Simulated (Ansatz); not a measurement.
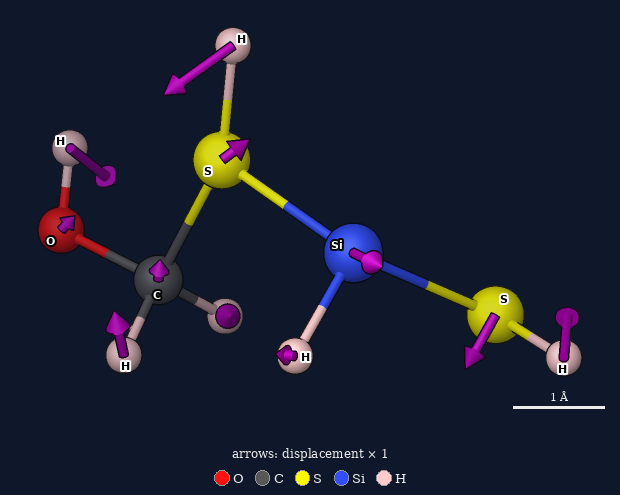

This is a relaxation of CH$_{6}$OS$_{2}$Si. The starting structure is drawn; purple arrows show the displacements, at their true length. The two geometries are superimposed by the best rigid fit.

A ball-and-stick model, seen at a tilt.

The run prepares an end point of a later path (hydrogen shift) calculation, from a guessed geometry.

Level of theory: RKS B3LYP-D4/def2-SVP (Ansatz). Set-up: no spin polarisation; force threshold 0.02 eV/Å; at most 50 steps.

### Atoms of which element are displaced furthest, and by how much?

Hydrogen: up to 1.10 Å, against 0.72 Å for sulfur.

### What did the optimiser do to the structure, and how much energy did it gain?

After 19 accepted moves (21 points after the start) the energy has fallen by 4.040 eV. The largest force component goes from 4.6 to 0.011 eV/Å. The line search rejected the trial steps at points 17, 20 of the run. The largest move after the best rigid fit is that of an H atom, 1.10 Å. By element the largest moves are H 1.10 Å, S 0.72 Å, Si 0.67 Å, C 0.28 Å, O 0.24 Å. Near-neighbour distances that change, for instance: S–Si 2.073 → 2.625 Å, S–Si 2.107 → 2.212 Å, C–O 1.454 → 1.379 Å, C–S 1.811 → 1.876 Å. Among the angles between lasting bonds that change: C–S–H 157.4° → 97.0°, S–Si–H 109.1° → 85.1°, S–Si–S 112.7° → 91.9°. Groups turn about C–O by about 60°. The run took 100 s on 2 threads of Intel(R) Xeon(R) Platinum 8175M CPU @ 2.50GHz (Skylake/Cascade Lake), on a shared host, peak memory 0.28 GiB.
